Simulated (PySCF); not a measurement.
**NMR shielding calculation of C3H9AlO**

The run: NMR shielding calculation of C3H9AlO, SMILES C[CH2][AlH][O]C. Method and program: GIAO mPW1PW91/pcSseg-1 NMR shielding, non-relativistic, gas phase (PySCF 2.14.0).

The geometry comes from this level: PBE0-D3(BJ)/def2-SVP. Figures and captions count atoms from 1; the log counts them from 0 in places.

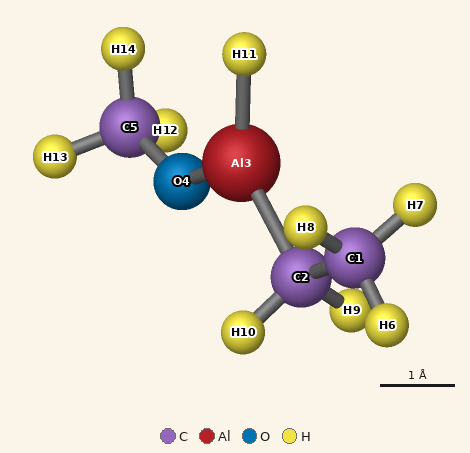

*The input geometry (ball-and-stick view, seen at a tilt; atoms are numbered from 1 in the order of the input). Sticks mark near contacts.*

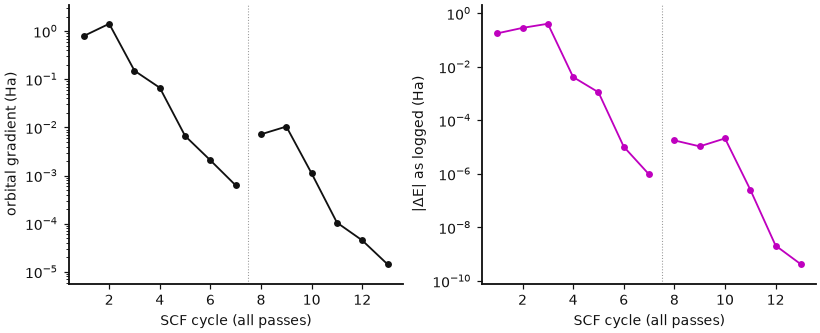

*Convergence of the self-consistent field: orbital gradient and size of the energy change against the SCF cycle. The dotted line marks the change from a coarse to the final integration grid.*

The first 7 cycles use a coarse grid, the final grid takes over at cycle 8, and the field converges after 13 cycles in all.

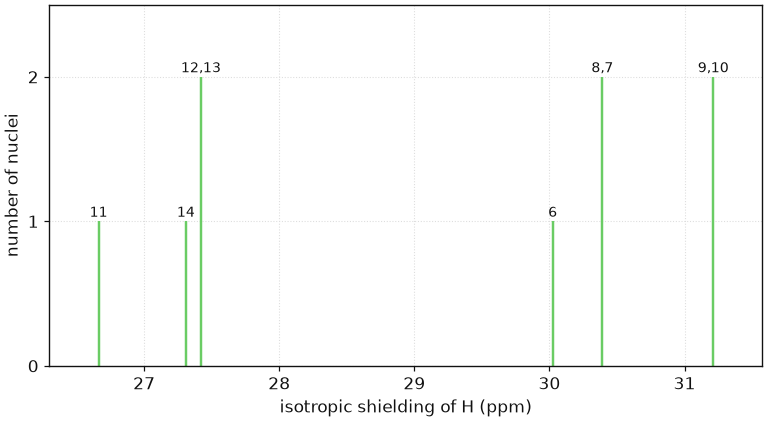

*Isotropic shieldings of the hydrogen nuclei in this fixed geometry, labelled by atom number; shielding grows to the right, so chemical shift grows to the left.*

The least shielded is H11 (26.7 ppm), the most shielded H10 (31.2 ppm).

The input and output of the run follow.

### The input
```
{"job": {"kind": "nmr", "xc": "mPW1PW91", "basis": "pcSseg-1", "pop": false}, "charge": 0, "multiplicity": 1}
C     -2.685076     0.268627    -0.079156
C     -1.340834    -0.129347    -0.689287
Al     0.233997     0.150957     0.435112
O      1.745190    -0.295841    -0.210047
C      3.078719    -0.279475     0.169535
H     -3.527233     0.080191    -0.765393
H     -2.896743    -0.285744     0.849548
H     -2.718603     1.339294     0.180912
H     -1.347714    -1.195992    -0.981737
H     -1.169788     0.411825    -1.638467
H      0.202323     0.760871     1.907391
H      3.497413    -1.302265     0.178466
H      3.683036     0.311166    -0.542289
H      3.238256     0.150364     1.177819
```

The first line tells a small driver script what to run in PySCF; the rest is the geometry in Å.

Run as:
```bash
OMP_NUM_THREADS=1 python <driver script> task.json out
```

### What the program printed
```
coarse grid: 11552 points
cycle   1  E = -437.1842610512  dE =  1.778e-01  |g| = 7.937e-01  |ddm| = 3.107e+00
cycle   2  E = -436.8994244807  dE =  2.848e-01  |g| = 1.422e+00  |ddm| = 1.761e+00
cycle   3  E = -437.3054691863  dE = -4.060e-01  |g| = 1.503e-01  |ddm| = 1.316e+00
cycle   4  E = -437.3096109029  dE = -4.142e-03  |g| = 6.656e-02  |ddm| = 1.630e-01
cycle   5  E = -437.3107300820  dE = -1.119e-03  |g| = 6.651e-03  |ddm| = 5.573e-02
cycle   6  E = -437.3107404206  dE = -1.034e-05  |g| = 2.069e-03  |ddm| = 7.639e-03
cycle   7  E = -437.3107413747  dE = -9.541e-07  |g| = 6.243e-04  |ddm| = 1.773e-03
final grid: 105072 points
cycle   8  E = -437.3503188398  dE = -1.781e-05  |g| = 7.195e-03  |ddm| = 1.457e-02
cycle   9  E = -437.3503081658  dE =  1.067e-05  |g| = 1.041e-02  |ddm| = 1.074e-02
cycle  10  E = -437.3503293215  dE = -2.116e-05  |g| = 1.105e-03  |ddm| = 6.785e-03
cycle  11  E = -437.3503295779  dE = -2.563e-07  |g| = 1.052e-04  |ddm| = 8.882e-04
cycle  12  E = -437.3503295799  dE = -2.093e-09  |g| = 4.495e-05  |ddm| = 1.313e-04
cycle  13  E = -437.3503295804  dE = -4.184e-10  |g| = 1.432e-05  |ddm| = 4.248e-05
converged SCF energy = -437.3503295804

GIAO shielding tensors (ppm)
atom      isotropic    diamagn.    paramagn.     s11        s22        s33       span
  0 C      174.281     243.333     -69.052    167.962    170.015    184.865     16.903
  1 C      182.858     253.584     -70.727    175.296    181.641    191.637     16.340
  2 Al     365.928     798.464    -432.536    295.853    343.234    458.697    162.844
  3 O      263.461     402.012    -138.551    124.707    308.545    357.132    232.426
  4 C      128.880     236.925    -108.045     99.932    106.260    180.448     80.515
  5 H       30.024      26.814       3.210     25.041     27.885     37.147     12.106
  6 H       30.394      28.740       1.654     26.024     28.471     36.688     10.664
  7 H       30.390      28.731       1.658     26.030     28.456     36.683     10.653
  8 H       31.210      32.260      -1.049     26.137     30.311     37.183     11.046
  9 H       31.216      32.254      -1.039     26.142     30.305     37.201     11.059
 10 H       26.663      30.321      -3.658     23.655     24.787     31.546      7.891
 11 H       27.418      26.799       0.620     23.193     25.215     33.846     10.653
 12 H       27.423      26.813       0.610     23.205     25.219     33.845     10.640
 13 H       27.309      27.385      -0.076     23.570     25.295     33.062      9.492
```

### Key numbers

```csv
quantity,value
outcome,converged
total energy,−437.350330 hartree
HOMO,−7.54 eV
LUMO,−0.55 eV
dipole moment,0.26 D
"isotropic shielding, C",128.9 to 182.9 ppm
"isotropic shielding, Al",365.9 ppm
"isotropic shielding, O",263.5 ppm
"isotropic shielding, H",26.7 to 31.2 ppm
hardware,"1 CPU thread, shared host"
wall time,12 s
peak memory,0.72 GiB
```
